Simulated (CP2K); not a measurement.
# GFN1-xTB run of CH3FSi (SMILES F[C][SiH3])

Aim: the energy change on altering one bond length of CH3FSi at GFN1-xTB, from 2 runs. 

Program for the calculation: CP2K 2026.2.

3 further runs of the same task are left out: 3 set aside as unsound or not needed.

## Step 1: The structure to begin with

CH3FSi: 6 atoms, total charge 0, spin state triplet. As SMILES, `F[C][SiH3]`. The coordinates come from a GFN2-xTB relaxation.

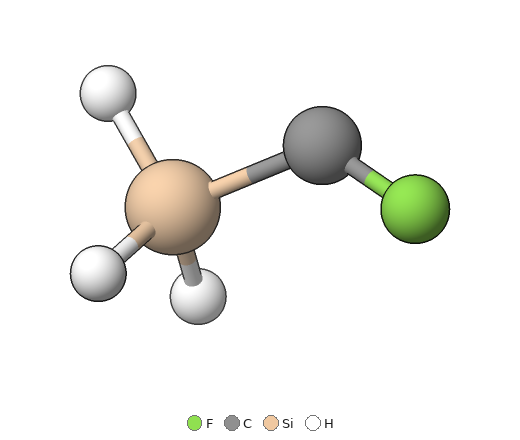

Viewed from a chosen angle; fluorine green, carbon grey, silicon light orange, hydrogen white.

## Step 2: Energy and gradient at GFN1-xTB

job.inp reads:

```
&FORCE_EVAL
 METHOD QS
 &DFT
  MULTIPLICITY 3
  SPIN_POLARIZED T
  # Quickstep
  &QS
   METHOD XTB
   EPS_DEFAULT 1.0E-10
   &XTB
    GFN_TYPE 1
    CHECK_ATOMIC_CHARGES F
   &END XTB
  &END QS
  # no periodic images
  &POISSON
   PERIODIC NONE
   POISSON_SOLVER ANALYTIC
  &END POISSON
  # self-consistent field
  &SCF
   SCF_GUESS ATOMIC
   EPS_SCF 1.0E-06
   MAX_SCF 50
   &OT
    MINIMIZER DIIS
    PRECONDITIONER FULL_ALL
   &END OT
   &OUTER_SCF
    EPS_SCF 1.0E-06
    MAX_SCF 10
   &END OUTER_SCF
  &END SCF
  # extra output
  &PRINT
   &MOMENTS
    PERIODIC F
    REFERENCE COM
    MAX_MOMENT 1
   &END MOMENTS
   &MO_CUBES
    NLUMO 5
    NHOMO -1
    WRITE_CUBE F
   &END MO_CUBES
   &HIRSHFELD OFF
   &END HIRSHFELD
  &END PRINT
 &END DFT
 # structure
 &SUBSYS
  # vacuum box
  &CELL
   ABC 14.2 15.3 14.3
   PERIODIC NONE
  &END CELL
  &COORD
   F      7.505430     5.988850     8.293075
   C      7.998160     6.899650     7.478155
   Si     7.188480     8.429610     6.841155
   H      5.985030     8.100200     6.065065
   H      8.214970     9.038400     6.006925
   H      6.795980     9.311150     7.949485
  &END COORD
 &END SUBSYS
 # extra output
 &PRINT
  &FORCES ON
  &END FORCES
 &END PRINT
&END FORCE_EVAL

&GLOBAL
 PROJECT job
 RUN_TYPE ENERGY_FORCE
 PRINT_LEVEL MEDIUM
&END GLOBAL
```

Run with:

```sh
OMP_NUM_THREADS=1 cp2k.psmp job.inp > job.out
```

The program printed (excerpt; [...] marks lines left out):

```text
CP2K| version string:                                       CP2K version 2026.2
[...]
 GLOBAL| Method name                                                        CP2K
[...]
 GLOBAL| Run type                                                   ENERGY_FORCE
[...]
                             - Atoms:                                          6
[...]
                             - Spherical basis functions:                     23
[...]
 Number of electrons:                                                         10
[...]
     1 OT DIIS     0.15E+00    0.0     0.03003492       -10.5440548366 -1.05E+01
[...]
    11 OT DIIS     0.15E+00    0.0     0.00000020       -10.5725286180 -2.57E-10
  *** SCF run converged in    11 steps ***
[...]
 TB_DIPOLE| Moment [Debye]          0.29647238       0.62248239      -0.53986421
 TB_DIPOLE| Derivative [a.u.]       0.00000000       0.00000000       0.00000000
[...]
 ENERGY| Total FORCE_EVAL ( QS ) energy [hartree]            -10.572528617992878
 FORCES| Atomic forces [hartree/bohr]
 FORCES|   Atom     x               y               z               |f|
 FORCES|      1  8.58633683E-03  1.30142917E-03 -4.71058653E-03   9.87970260E-03
 FORCES|      2 -1.90448051E-02  8.44364462E-03  2.99666082E-03   2.10470832E-02
 FORCES|      3  5.99886603E-03 -8.49581153E-03  2.90146219E-03   1.07973927E-02
 FORCES|      4  4.85923972E-03  1.27031558E-03  1.99819826E-03   5.40543325E-03
 FORCES|      5 -2.62953171E-03  1.65981215E-04  1.02187364E-03   2.82598876E-03
 FORCES|      6  2.22989424E-03 -2.68555905E-03 -4.20760838E-03   5.46704893E-03
 FORCES| Sum     1.16660154E-16  3.90312782E-18 -8.67361738E-18
 FORCES| Total atomic force                                       1.17047245E-16
[...]
```

Run time: 0.57 s. Hardware: 1 thread of Arm Neoverse V1, shared host.

## Step 3: The distorted shape, same level

job.inp reads:

```
&GLOBAL
  PROJECT_NAME job
  RUN_TYPE ENERGY_FORCE
  PRINT_LEVEL MEDIUM
&END GLOBAL
&FORCE_EVAL
  METHOD QUICKSTEP
  &DFT
    MULTIPLICITY 3
    UNRESTRICTED_KOHN_SHAM T
    &QS
      METHOD XTB
      EPS_DEFAULT 1.0E-10
      &XTB
        GFN_TYPE 1
        CHECK_ATOMIC_CHARGES F
      &END XTB
    &END QS
    &POISSON
      PERIODIC NONE
      POISSON_SOLVER ANALYTIC
    &END POISSON
    &SCF
      SCF_GUESS ATOMIC
      EPS_SCF 1.0E-06
      MAX_SCF 50
      &OT
        MINIMIZER DIIS
        PRECONDITIONER FULL_ALL
      &END OT
      &OUTER_SCF
        EPS_SCF 1.0E-06
        MAX_SCF 10
      &END OUTER_SCF
    &END SCF
    &PRINT
      &MOMENTS
        PERIODIC F
        REFERENCE COM
        MAX_MOMENT 1
      &END MOMENTS
      &MO_CUBES
        NLUMO 5
        NHOMO -1
        WRITE_CUBE F
      &END MO_CUBES
      &HIRSHFELD OFF
      &END HIRSHFELD
    &END PRINT
  &END DFT
  &SUBSYS
    &CELL
      ABC 14.2 15.5 14.4
      PERIODIC NONE
    &END CELL
    &COORD
      F      7.406879     5.997765     8.424572
      C      7.998160     7.090735     7.446658
      Si     7.188480     8.620695     6.809658
      H      5.985030     8.291285     6.033568
      H      8.214970     9.229485     5.975429
      H      6.795980     9.502235     7.917988
    &END COORD
  &END SUBSYS
  &PRINT
    &FORCES ON
    &END FORCES
  &END PRINT
&END FORCE_EVAL
```

Run with:

```sh
OMP_NUM_THREADS=1 cp2k.psmp job.inp > job.out
```

The program printed (excerpt; [...] marks lines left out):

```text
CP2K| version string:                                       CP2K version 2026.2
[...]
 GLOBAL| Method name                                                        CP2K
[...]
 GLOBAL| Run type                                                   ENERGY_FORCE
[...]
                             - Atoms:                                          6
[...]
                             - Spherical basis functions:                     23
[...]
 Number of electrons:                                                         10
[...]
     1 OT DIIS     0.15E+00    0.0     0.05076345       -10.4681774220 -1.05E+01
[...]
    11 OT DIIS     0.15E+00    0.0     0.00000058       -10.5374150726 -2.52E-10
  *** SCF run converged in    11 steps ***
[...]
 TB_DIPOLE| Moment [Debye]          0.34607735       1.66494720      -1.24224092
 TB_DIPOLE| Derivative [a.u.]       0.00000000       0.00000000       0.00000000
[...]
 ENERGY| Total FORCE_EVAL ( QS ) energy [hartree]            -10.537415072651028
 FORCES| Atomic forces [hartree/bohr]
 FORCES|   Atom     x               y               z               |f|
 FORCES|      1  3.97739577E-02  7.11860794E-02 -6.42749983E-02   1.03830155E-01
 FORCES|      2 -4.87464003E-02 -5.61226610E-02  5.84286620E-02   9.45509025E-02
 FORCES|      3  2.51185237E-03 -1.03217929E-02  5.64121214E-03   1.20279710E-02
 FORCES|      4  5.21311776E-03  4.69680478E-05  2.11381143E-03   5.62556677E-03
 FORCES|      5 -1.61392013E-03 -1.30379117E-03  1.53324585E-03   2.57981635E-03
 FORCES|      6  2.86139255E-03 -3.48480234E-03 -3.44193315E-03   5.67259363E-03
 FORCES| Sum    -3.25260652E-17  2.04697370E-16  2.25514052E-17
 FORCES| Total atomic force                                       2.08488667E-16
[...]
```

Wall time 0.5 s (1 thread of Arm Neoverse V1, shared host).

## Step 4: What came out

Level: GFN1-xTB.

```
                                                         quantity         value
                                        first shape: total energy  -10.57253 Eh
           first shape: dipole moment (from atomic charges alone)        0.88 D
                  first shape: HOMO energy (highest over α and β)     -10.32 eV
                                   first shape: dispersion energy  -3.23 kJ/mol
                            first shape: largest force on an atom    1.082 eV/Å
                                    distorted shape: total energy  -10.53742 Eh
       distorted shape: dipole moment (from atomic charges alone)        2.11 D
              distorted shape: HOMO energy (highest over α and β)     -11.03 eV
                               distorted shape: dispersion energy  -3.20 kJ/mol
                        distorted shape: largest force on an atom    5.339 eV/Å
energy change with the F1–C2 bond stretched from 1.318 to 1.581 Å      0.955 eV
```

What this shows: With the F1–C2 bond stretched from 1.318 to 1.581 Å the energy rises by 0.96 eV (92.2 kJ/mol). The first shape isn't relaxed at this level, so the change isn't measured from a minimum. The largest force (first shape) is 1.08 eV/Å: the shape isn't a stationary point for this species at this level. The dipole (first shape) comes from point charges on the atoms alone, without atomic dipoles, so it is partial. The dipole (distorted shape) comes from point charges on the atoms alone, without atomic dipoles, so it is partial.
